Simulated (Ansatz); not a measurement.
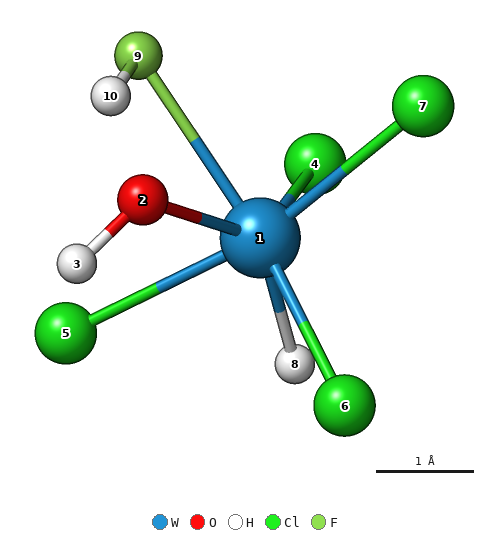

Figure 1. The input geometry (ball-and-stick view, seen at a tilt; atoms are numbered from 1 in the order of the input). Sticks mark near contacts.

Run report: WH3Cl4OF, molecular dynamics (part 1 of 3)

The run: molecular dynamics of WH3Cl4OF. Method and program: RKS PBE/def2-SVP (Ansatz 0.2.0).

It belongs to a series of runs on one base structure; here: dynamics from the highest image of the converged band. Figures and captions count atoms from 1; the log counts them from 0 in places.

### What the program printed
```
Engine: ansatz 0.2.0, aarch64-unknown-linux-gnu
Functional definition: PBE
  parameter kappa = 0.804
  parameter beta = 0.06672455060314922
  exchange = pbe_x(kappa = kappa, mu = beta*pi^2/3)
  correlation = pbe_c(beta = beta)
1552 factors; their error is unknown
mean field evaluation 1: about -56683.6327 eV, gradient 6.3e1 eV
mean field evaluation 2: about -56484.2920 eV, gradient 2.6e2 eV
mean field evaluation 4: about -56690.1425 eV, gradient 2.1e1 eV
mean field evaluation 8: about -56691.1101 eV, gradient 7.5e-1 eV
mean field evaluation 16: about -56691.0170 eV, gradient 4.0e-3 eV
mean field -56691.01702870 eV, -2083.3564492533 hartree, gradient 3.2e-5 eV, S^2 0.000000; 0 other end points of the search recorded, 0 dependent functions left out
the calculation of the forces begins
reference -56691.01710135 eV, -2083.3564519230 hartree; 51, 51 occupied and 96, 96 virtual orbitals, 1552 factors
md step     0: t =     0.00 fs  T =   300.0 K  F+E_penalty+E_count = -56691.01702870 eV  E_kin = 0.310224 eV  conserved = -56690.70680471 eV  (35 SCF iters)
these checks for a lower state are left out or cut short: starts, cluster_reference, orbital_swaps, neighbouring_geometries, increment
1552 factors; their error is unknown
mean field -56691.01426178 eV, -2083.3563475708 hartree, gradient 1.9e-5 eV, S^2 0.000000; 0 other end points of the search recorded, 0 dependent functions left out
the calculation of the forces begins
reference -56691.01433437 eV, -2083.3563502385 hartree; 51, 51 occupied and 96, 96 virtual orbitals, 1552 factors
md step     1: t =     0.50 fs  T =   297.3 K  F+E_penalty+E_count = -56691.01426178 eV  E_kin = 0.307481 eV  conserved = -56690.70678033 eV  (34 SCF iters)
[... from here on the SCF iterations and repeated set-up lines of each step are left out, up to the last step ...]
md step     2: t =     1.00 fs  T =   289.3 K  F+E_penalty+E_count = -56691.00585256 eV  E_kin = 0.299150 eV  conserved = -56690.70670288 eV  (34 SCF iters)
md step     3: t =     1.50 fs  T =   277.0 K  F+E_penalty+E_count = -56690.99302806 eV  E_kin = 0.286440 eV  conserved = -56690.70658772 eV  (34 SCF iters)
md step     4: t =     2.00 fs  T =   262.2 K  F+E_penalty+E_count = -56690.97761274 eV  E_kin = 0.271157 eV  conserved = -56690.70645606 eV  (34 SCF iters)
md step     5: t =     2.50 fs  T =   246.9 K  F+E_penalty+E_count = -56690.96168096 eV  E_kin = 0.255348 eV  conserved = -56690.70633294 eV  (35 SCF iters)
md step     6: t =     3.00 fs  T =   233.0 K  F+E_penalty+E_count = -56690.94716934 eV  E_kin = 0.240930 eV  conserved = -56690.70623965 eV  (35 SCF iters)
md step     7: t =     3.50 fs  T =   221.8 K  F+E_penalty+E_count = -56690.93554419 eV  E_kin = 0.229355 eV  conserved = -56690.70618959 eV  (34 SCF iters)
md step     8: t =     4.00 fs  T =   214.1 K  F+E_penalty+E_count = -56690.92759513 eV  E_kin = 0.221410 eV  conserved = -56690.70618533 eV  (34 SCF iters)
md step     9: t =     4.50 fs  T =   210.0 K  F+E_penalty+E_count = -56690.92339606 eV  E_kin = 0.217177 eV  conserved = -56690.70621918 eV  (36 SCF iters)
md step    10: t =     5.00 fs  T =   209.0 K  F+E_penalty+E_count = -56690.92242069 eV  E_kin = 0.216143 eV  conserved = -56690.70627790 eV  (36 SCF iters)
md step    11: t =     5.50 fs  T =   210.2 K  F+E_penalty+E_count = -56690.92374636 eV  E_kin = 0.217398 eV  conserved = -56690.70634833 eV  (35 SCF iters)
md step    12: t =     6.00 fs  T =   212.6 K  F+E_penalty+E_count = -56690.92625841 eV  E_kin = 0.219836 eV  conserved = -56690.70642216 eV  (36 SCF iters)
md step    13: t =     6.50 fs  T =   215.0 K  F+E_penalty+E_count = -56690.92878650 eV  E_kin = 0.222291 eV  conserved = -56690.70649573 eV  (36 SCF iters)
md step    14: t =     7.00 fs  T =   216.2 K  F+E_penalty+E_count = -56690.93016965 eV  E_kin = 0.223602 eV  conserved = -56690.70656778 eV  (36 SCF iters)
md step    15: t =     7.50 fs  T =   215.3 K  F+E_penalty+E_count = -56690.92930187 eV  E_kin = 0.222670 eV  conserved = -56690.70663161 eV  (36 SCF iters)
md step    16: t =     8.00 fs  T =   211.4 K  F+E_penalty+E_count = -56690.92524984 eV  E_kin = 0.218578 eV  conserved = -56690.70667205 eV  (36 SCF iters)
md step    17: t =     8.50 fs  T =   203.9 K  F+E_penalty+E_count = -56690.91748968 eV  E_kin = 0.210822 eV  conserved = -56690.70666802 eV  (36 SCF iters)
md step    18: t =     9.00 fs  T =   193.0 K  F+E_penalty+E_count = -56690.90622579 eV  E_kin = 0.199625 eV  conserved = -56690.70660069 eV  (36 SCF iters)
md step    19: t =     9.50 fs  T =   180.1 K  F+E_penalty+E_count = -56690.89265978 eV  E_kin = 0.186194 eV  conserved = -56690.70646625 eV  (36 SCF iters)
md step    20: t =    10.00 fs  T =   167.0 K  F+E_penalty+E_count = -56690.87901474 eV  E_kin = 0.172727 eV  conserved = -56690.70628743 eV  (36 SCF iters)
md step    21: t =    10.50 fs  T =   156.7 K  F+E_penalty+E_count = -56690.86815356 eV  E_kin = 0.162039 eV  conserved = -56690.70611474 eV  (35 SCF iters)
md step    22: t =    11.00 fs  T =   151.6 K  F+E_penalty+E_count = -56690.86279361 eV  E_kin = 0.156784 eV  conserved = -56690.70600915 eV  (35 SCF iters)
md step    23: t =    11.50 fs  T =   153.3 K  F+E_penalty+E_count = -56690.86457921 eV  E_kin = 0.158566 eV  conserved = -56690.70601332 eV  (35 SCF iters)
md step    24: t =    12.00 fs  T =   161.8 K  F+E_penalty+E_count = -56690.87344413 eV  E_kin = 0.167317 eV  conserved = -56690.70612736 eV  (35 SCF iters)
md step    25: t =    12.50 fs  T =   175.3 K  F+E_penalty+E_count = -56690.88760667 eV  E_kin = 0.181297 eV  conserved = -56690.70630948 eV  (35 SCF iters)
md step    26: t =    13.00 fs  T =   191.2 K  F+E_penalty+E_count = -56690.90419235 eV  E_kin = 0.197692 eV  conserved = -56690.70650063 eV  (36 SCF iters)
md step    27: t =    13.50 fs  T =   206.5 K  F+E_penalty+E_count = -56690.92014053 eV  E_kin = 0.213490 eV  conserved = -56690.70665031 eV  (36 SCF iters)
md step    28: t =    14.00 fs  T =   218.8 K  F+E_penalty+E_count = -56690.93298922 eV  E_kin = 0.226255 eV  conserved = -56690.70673424 eV  (36 SCF iters)
md step    29: t =    14.50 fs  T =   226.8 K  F+E_penalty+E_count = -56690.94128931 eV  E_kin = 0.234538 eV  conserved = -56690.70675144 eV  (36 SCF iters)
md step    30: t =    15.00 fs  T =   230.1 K  F+E_penalty+E_count = -56690.94464869 eV  E_kin = 0.237932 eV  conserved = -56690.70671654 eV  (36 SCF iters)
md step    31: t =    15.50 fs  T =   229.1 K  F+E_penalty+E_count = -56690.94352821 eV  E_kin = 0.236879 eV  conserved = -56690.70664906 eV  (36 SCF iters)
md step    32: t =    16.00 fs  T =   224.7 K  F+E_penalty+E_count = -56690.93894505 eV  E_kin = 0.232379 eV  conserved = -56690.70656593 eV  (36 SCF iters)
md step    33: t =    16.50 fs  T =   218.3 K  F+E_penalty+E_count = -56690.93220073 eV  E_kin = 0.225722 eV  conserved = -56690.70647878 eV  (36 SCF iters)
md step    34: t =    17.00 fs  T =   211.1 K  F+E_penalty+E_count = -56690.92468899 eV  E_kin = 0.218295 eV  conserved = -56690.70639367 eV  (36 SCF iters)
md step    35: t =    17.50 fs  T =   204.5 K  F+E_penalty+E_count = -56690.91778187 eV  E_kin = 0.211467 eV  conserved = -56690.70631516 eV  (35 SCF iters)
md step    36: t =    18.00 fs  T =   199.7 K  F+E_penalty+E_count = -56690.91274223 eV  E_kin = 0.206492 eV  conserved = -56690.70625051 eV  (36 SCF iters)
md step    37: t =    18.50 fs  T =   197.7 K  F+E_penalty+E_count = -56690.91060383 eV  E_kin = 0.204393 eV  conserved = -56690.70621103 eV  (35 SCF iters)
md step    38: t =    19.00 fs  T =   199.0 K  F+E_penalty+E_count = -56690.91199400 eV  E_kin = 0.205783 eV  conserved = -56690.70621063 eV  (34 SCF iters)
md step    39: t =    19.50 fs  T =   203.7 K  F+E_penalty+E_count = -56690.91692396 eV  E_kin = 0.210663 eV  conserved = -56690.70626125 eV  (34 SCF iters)
md step    40: t =    20.00 fs  T =   211.1 K  F+E_penalty+E_count = -56690.92461525 eV  E_kin = 0.218248 eV  conserved = -56690.70636755 eV  (35 SCF iters)
md step    41: t =    20.50 fs  T =   219.4 K  F+E_penalty+E_count = -56690.93344379 eV  E_kin = 0.226921 eV  conserved = -56690.70652232 eV  (35 SCF iters)
md step    42: t =    21.00 fs  T =   226.6 K  F+E_penalty+E_count = -56690.94107372 eV  E_kin = 0.234371 eV  conserved = -56690.70670265 eV  (35 SCF iters)
md step    43: t =    21.50 fs  T =   230.1 K  F+E_penalty+E_count = -56690.94483593 eV  E_kin = 0.237968 eV  conserved = -56690.70686814 eV  (35 SCF iters)
md step    44: t =    22.00 fs  T =   227.6 K  F+E_penalty+E_count = -56690.94237166 eV  E_kin = 0.235408 eV  conserved = -56690.70696387 eV  (35 SCF iters)
md step    45: t =    22.50 fs  T =   218.1 K  F+E_penalty+E_count = -56690.93247710 eV  E_kin = 0.225543 eV  conserved = -56690.70693450 eV  (35 SCF iters)
md step    46: t =    23.00 fs  T =   202.3 K  F+E_penalty+E_count = -56690.91591004 eV  E_kin = 0.209155 eV  conserved = -56690.70675458 eV  (35 SCF iters)
md step    47: t =    23.50 fs  T =   183.0 K  F+E_penalty+E_count = -56690.89569843 eV  E_kin = 0.189234 eV  conserved = -56690.70646448 eV  (37 SCF iters)
md step    48: t =    24.00 fs  T =   164.7 K  F+E_penalty+E_count = -56690.87645142 eV  E_kin = 0.170274 eV  conserved = -56690.70617740 eV  (36 SCF iters)
md step    49: t =    24.50 fs  T =   151.4 K  F+E_penalty+E_count = -56690.86261951 eV  E_kin = 0.156591 eV  conserved = -56690.70602895 eV  (35 SCF iters)
md step    50: t =    25.00 fs  T =   145.4 K  F+E_penalty+E_count = -56690.85648606 eV  E_kin = 0.150400 eV  conserved = -56690.70608645 eV  (35 SCF iters)
md step    51: t =    25.50 fs  T =   145.9 K  F+E_penalty+E_count = -56690.85717462 eV  E_kin = 0.150873 eV  conserved = -56690.70630195 eV  (34 SCF iters)
md step    52: t =    26.00 fs  T =   149.7 K  F+E_penalty+E_count = -56690.86135442 eV  E_kin = 0.154803 eV  conserved = -56690.70655138 eV  (36 SCF iters)
md step    53: t =    26.50 fs  T =   153.1 K  F+E_penalty+E_count = -56690.86508479 eV  E_kin = 0.158364 eV  conserved = -56690.70672113 eV  (35 SCF iters)
md step    54: t =    27.00 fs  T =   153.6 K  F+E_penalty+E_count = -56690.86555782 eV  E_kin = 0.158795 eV  conserved = -56690.70676316 eV  (35 SCF iters)
md step    55: t =    27.50 fs  T =   150.1 K  F+E_penalty+E_count = -56690.86190060 eV  E_kin = 0.155208 eV  conserved = -56690.70669305 eV  (35 SCF iters)
md step    56: t =    28.00 fs  T =   143.6 K  F+E_penalty+E_count = -56690.85501222 eV  E_kin = 0.148454 eV  conserved = -56690.70655789 eV  (36 SCF iters)
md step    57: t =    28.50 fs  T =   135.8 K  F+E_penalty+E_count = -56690.84687913 eV  E_kin = 0.140472 eV  conserved = -56690.70640742 eV  (34 SCF iters)
md step    58: t =    29.00 fs  T =   129.1 K  F+E_penalty+E_count = -56690.83980751 eV  E_kin = 0.133528 eV  conserved = -56690.70627903 eV  (33 SCF iters)
md step    59: t =    29.50 fs  T =   125.3 K  F+E_penalty+E_count = -56690.83581113 eV  E_kin = 0.129615 eV  conserved = -56690.70619624 eV  (35 SCF iters)
md step    60: t =    30.00 fs  T =   125.8 K  F+E_penalty+E_count = -56690.83621029 eV  E_kin = 0.130039 eV  conserved = -56690.70617171 eV  (34 SCF iters)
md step    61: t =    30.50 fs  T =   130.7 K  F+E_penalty+E_count = -56690.84141210 eV  E_kin = 0.135202 eV  conserved = -56690.70620985 eV  (35 SCF iters)
md step    62: t =    31.00 fs  T =   139.8 K  F+E_penalty+E_count = -56690.85082812 eV  E_kin = 0.144518 eV  conserved = -56690.70630989 eV  (37 SCF iters)
md step    63: t =    31.50 fs  T =   151.3 K  F+E_penalty+E_count = -56690.86289653 eV  E_kin = 0.156432 eV  conserved = -56690.70646481 eV  (35 SCF iters)
md step    64: t =    32.00 fs  T =   163.0 K  F+E_penalty+E_count = -56690.87522216 eV  E_kin = 0.168565 eV  conserved = -56690.70665720 eV  (35 SCF iters)
md step    65: t =    32.50 fs  T =   172.2 K  F+E_penalty+E_count = -56690.88489768 eV  E_kin = 0.178046 eV  conserved = -56690.70685119 eV  (35 SCF iters)
md step    66: t =    33.00 fs  T =   176.1 K  F+E_penalty+E_count = -56690.88911786 eV  E_kin = 0.182133 eV  conserved = -56690.70698525 eV  (35 SCF iters)
md step    67: t =    33.50 fs  T =   173.3 K  F+E_penalty+E_count = -56690.88616490 eV  E_kin = 0.179187 eV  conserved = -56690.70697796 eV  (35 SCF iters)
md step    68: t =    34.00 fs  T =   164.3 K  F+E_penalty+E_count = -56690.87661650 eV  E_kin = 0.169848 eV  conserved = -56690.70676878 eV  (36 SCF iters)
md step    69: t =    34.50 fs  T =   152.6 K  F+E_penalty+E_count = -56690.86414365 eV  E_kin = 0.157756 eV  conserved = -56690.70638755 eV  (36 SCF iters)
md step    70: t =    35.00 fs  T =   144.0 K  F+E_penalty+E_count = -56690.85487726 eV  E_kin = 0.148873 eV  conserved = -56690.70600437 eV  (36 SCF iters)
md step    71: t =    35.50 fs  T =   144.0 K  F+E_penalty+E_count = -56690.85476321 eV  E_kin = 0.148906 eV  conserved = -56690.70585681 eV  (36 SCF iters)
md step    72: t =    36.00 fs  T =   154.7 K  F+E_penalty+E_count = -56690.86603608 eV  E_kin = 0.159966 eV  conserved = -56690.70607048 eV  (36 SCF iters)
md step    73: t =    36.50 fs  T =   173.0 K  F+E_penalty+E_count = -56690.88541026 eV  E_kin = 0.178873 eV  conserved = -56690.70653763 eV  (36 SCF iters)
md step    74: t =    37.00 fs  T =   192.1 K  F+E_penalty+E_count = -56690.90567016 eV  E_kin = 0.198668 eV  conserved = -56690.70700238 eV  (36 SCF iters)
md step    75: t =    37.50 fs  T =   205.2 K  F+E_penalty+E_count = -56690.91946159 eV  E_kin = 0.212206 eV  conserved = -56690.70725591 eV  (36 SCF iters)
md step    76: t =    38.00 fs  T =   208.2 K  F+E_penalty+E_count = -56690.92250254 eV  E_kin = 0.215258 eV  conserved = -56690.70724410 eV  (36 SCF iters)
md step    77: t =    38.50 fs  T =   200.7 K  F+E_penalty+E_count = -56690.91456848 eV  E_kin = 0.207532 eV  conserved = -56690.70703601 eV  (36 SCF iters)
md step    78: t =    39.00 fs  T =   185.5 K  F+E_penalty+E_count = -56690.89857786 eV  E_kin = 0.191837 eV  conserved = -56690.70674111 eV  (36 SCF iters)
md step    79: t =    39.50 fs  T =   166.8 K  F+E_penalty+E_count = -56690.87895516 eV  E_kin = 0.172503 eV  conserved = -56690.70645254 eV  (36 SCF iters)
md step    80: t =    40.00 fs  T =   148.9 K  F+E_penalty+E_count = -56690.86016366 eV  E_kin = 0.153936 eV  conserved = -56690.70622786 eV  (35 SCF iters)
md step    81: t =    40.50 fs  T =   135.0 K  F+E_penalty+E_count = -56690.84573808 eV  E_kin = 0.139642 eV  conserved = -56690.70609575 eV  (35 SCF iters)
md step    82: t =    41.00 fs  T =   127.4 K  F+E_penalty+E_count = -56690.83777496 eV  E_kin = 0.131709 eV  conserved = -56690.70606637 eV  (35 SCF iters)
md step    83: t =    41.50 fs  T =   126.3 K  F+E_penalty+E_count = -56690.83673797 eV  E_kin = 0.130599 eV  conserved = -56690.70613939 eV  (35 SCF iters)
md step    84: t =    42.00 fs  T =   130.7 K  F+E_penalty+E_count = -56690.84146500 eV  E_kin = 0.135159 eV  conserved = -56690.70630573 eV  (34 SCF iters)
md step    85: t =    42.50 fs  T =   138.1 K  F+E_penalty+E_count = -56690.84935101 eV  E_kin = 0.142810 eV  conserved = -56690.70654097 eV  (35 SCF iters)
md step    86: t =    43.00 fs  T =   145.1 K  F+E_penalty+E_count = -56690.85678958 eV  E_kin = 0.149994 eV  conserved = -56690.70679526 eV  (35 SCF iters)
md step    87: t =    43.50 fs  T =   148.0 K  F+E_penalty+E_count = -56690.86001970 eV  E_kin = 0.153036 eV  conserved = -56690.70698390 eV  (35 SCF iters)
md step    88: t =    44.00 fs  T =   144.5 K  F+E_penalty+E_count = -56690.85646435 eV  E_kin = 0.149462 eV  conserved = -56690.70700253 eV  (35 SCF iters)
md step    89: t =    44.50 fs  T =   134.9 K  F+E_penalty+E_count = -56690.84627703 eV  E_kin = 0.139492 eV  conserved = -56690.70678543 eV  (35 SCF iters)
md step    90: t =    45.00 fs  T =   122.6 K  F+E_penalty+E_count = -56690.83318245 eV  E_kin = 0.126788 eV  conserved = -56690.70639464 eV  (35 SCF iters)
md step    91: t =    45.50 fs  T =   113.5 K  F+E_penalty+E_count = -56690.82336752 eV  E_kin = 0.117320 eV  conserved = -56690.70604748 eV  (35 SCF iters)
md step    92: t =    46.00 fs  T =   112.3 K  F+E_penalty+E_count = -56690.82216672 eV  E_kin = 0.116178 eV  conserved = -56690.70598831 eV  (35 SCF iters)
md step    93: t =    46.50 fs  T =   120.1 K  F+E_penalty+E_count = -56690.83048375 eV  E_kin = 0.124207 eV  conserved = -56690.70627642 eV  (36 SCF iters)
md step    94: t =    47.00 fs  T =   132.7 K  F+E_penalty+E_count = -56690.84393920 eV  E_kin = 0.137215 eV  conserved = -56690.70672407 eV  (35 SCF iters)
md step    95: t =    47.50 fs  T =   143.7 K  F+E_penalty+E_count = -56690.85560956 eV  E_kin = 0.148548 eV  conserved = -56690.70706190 eV  (36 SCF iters)
md step    96: t =    48.00 fs  T =   147.9 K  F+E_penalty+E_count = -56690.86003920 eV  E_kin = 0.152900 eV  conserved = -56690.70713906 eV  (36 SCF iters)
```
